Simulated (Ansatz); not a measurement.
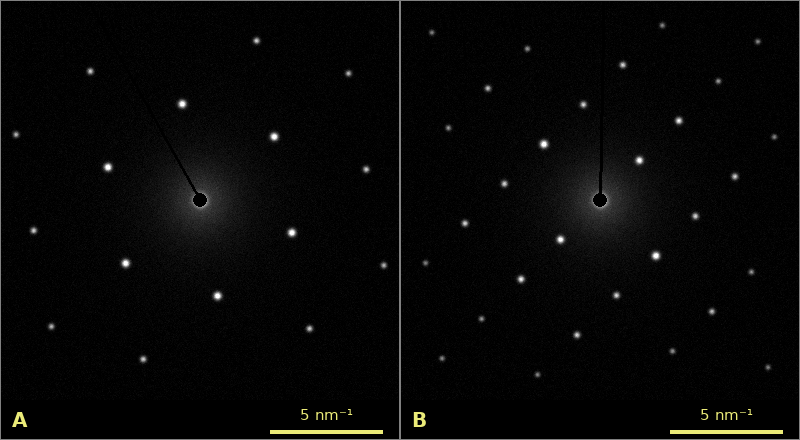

Kinematic electron diffraction patterns (120 kV, B = 0.5 Å², same scale, each along a low-index zone) of two structures of composition LiCa, each relaxed at zero pressure with Ansatz, DFT PBE, scalar-relativistic, plane waves, PAW.

The structures (standard cells):
1. Fm-3m (No. 225), a = 6.440 Å, 8 atoms; generated start, possibly hypothetical
2. Pm-3m (No. 221), a = 3.975 Å, 2 atoms; generated start, possibly hypothetical

### Which pattern belongs to which structure, and along which zone?

A is structure 1 along [111] or an equivalent direction: hexagonal net of -2 2 0 at d = 2.28 Å and -2 0 2 at d = 2.28 Å, 60.0° apart. B is structure 2 along [110] or an equivalent direction: rectangular net of 0 0 1 at d = 3.97 Å and 1 -1 0 at d = 2.81 Å, 90.0° apart.

### Rank the structures by their computed energy.

Structure 2 (Pm-3m, 31.40 Å³ an atom) is the lowest of these; structure 1 (Fm-3m, 33.39 Å³ an atom) lies about 210 meV an atom higher. These are static energies at 0 K; other structures, not shown, may lie lower still.
